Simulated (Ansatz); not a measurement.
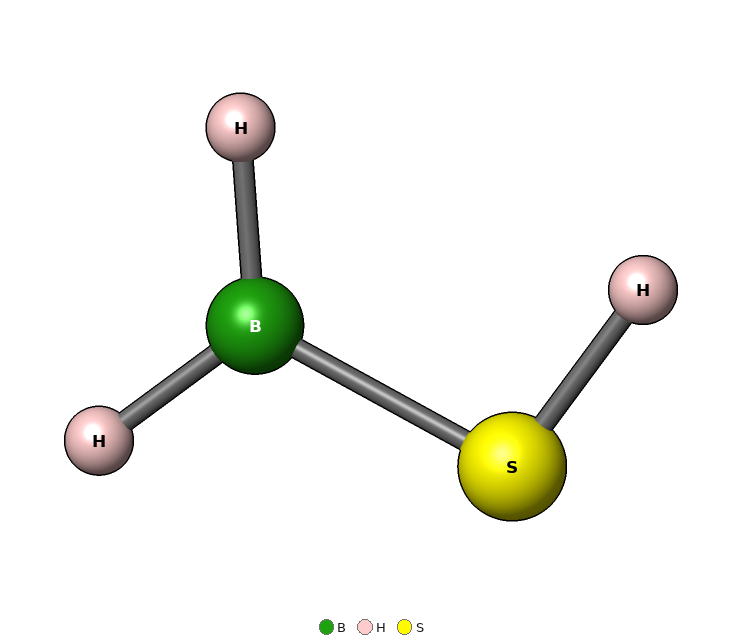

Every bond is drawn as one stick, whatever its order.

The computed structure is the end point of a PBE0-D4/def2-TZVP optimisation.

What does the picture show?

The molecule is BH3S. The point group is Cs. All atoms lie on one plane. Coordination: 1 B trigonal planar; 1 S bent.

The parts below concern this one geometry. Atoms keep their numbers from picture to picture.

## Shape

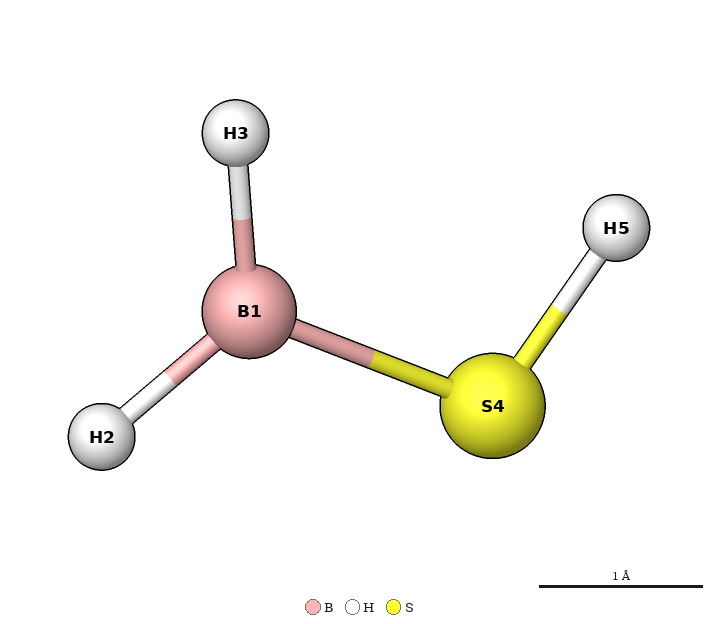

Give these bond angles: H2–B1–H3, H2–B1–S4, H3–B1–S4, B1–S4–H5.

| angle | degrees |
| --- | --- |
| H2–B1–H3 | 122.7 |
| H2–B1–S4 | 115.8 |
| H3–B1–S4 | 121.4 |
| B1–S4–H5 | 99.2 |

## Dipole moment

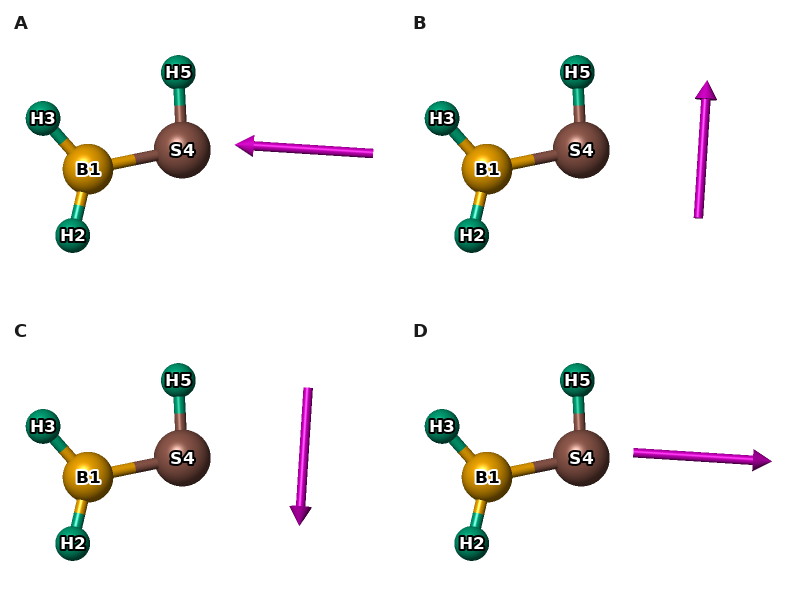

The same molecule four times, each with an arrow. Properties computed with RKS PBE0-D4/def2-TZVP (Ansatz 0.2.0).

Question: Which arrow points along the dipole moment, from the negative to the positive end?

Answer: B. The dipole moment is 0.93 D; it points from the side of H2 to the side of H5 (the outermost atoms at the two ends).

## Electronic properties

Level of theory: RKS PBE0-D4/def2-TZVPP (Ansatz 0.2.0).

What does the calculation give?

- HOMO energy (Kohn–Sham orbital): −8.48 eV
- LUMO energy (Kohn–Sham orbital): −1.31 eV
- HOMO–LUMO gap: 7.17 eV

## Charges

The questions are on Mulliken charges. Properties computed with RKS PBE0-D4/def2-TZVP (Ansatz 0.2.0).

Give the Mulliken charges atom by atom.

```
atom  value (e)
  B1      −0.07
  H2       0.03
  H3       0.03
  S4      −0.15
  H5       0.16
```

Mulliken values depend strongly on the basis set and can even reverse the polarity of a bond.
